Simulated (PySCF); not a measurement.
SMILES CC[SiH2][SiH2]Cl, singlet at its GFN2-xTB optimised geometry (Å):

```
14

C      2.1000    -0.2605     1.1917
C      1.5054    -1.0016     0.0000
Si    -0.4009    -1.0016     0.0000
Si    -1.1761     1.1828     0.0000
Cl    -3.1881     1.1931    -0.2705
H      3.1881    -0.3031     1.1737
H      1.7612    -0.7030     2.1258
H      1.8018     0.7862     1.1829
H      1.8782    -0.5501    -0.9213
H      1.8688    -2.0301     0.0042
H     -0.8398    -1.7758    -1.1719
H     -0.8481    -1.7599     1.1803
H     -0.9540     1.9240     1.2455
H     -0.6349     2.0301    -1.0678
```

Calculation: B3LYP/def2-TZVP in PySCF 2.14.0. Cells within 0.4 Å of a nucleus heavier than hydrogen are left out (blank, or x).

Map of the log10 of the electron density (e/bohr³), floored at −4 on the plane z = 1.5 Å:

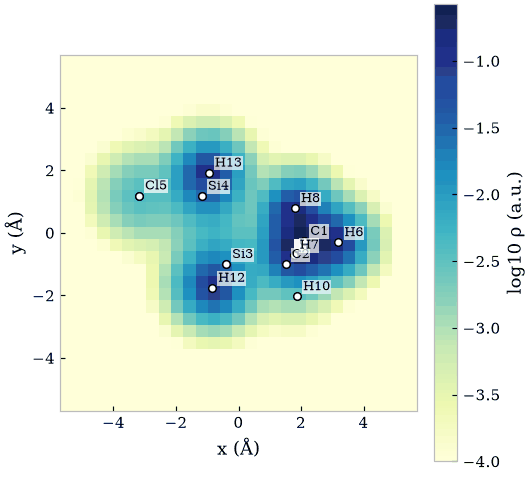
Fig. 1. Log10 of the electron density (e/bohr³), floored at −4 on the plane z = 1.5 Å.
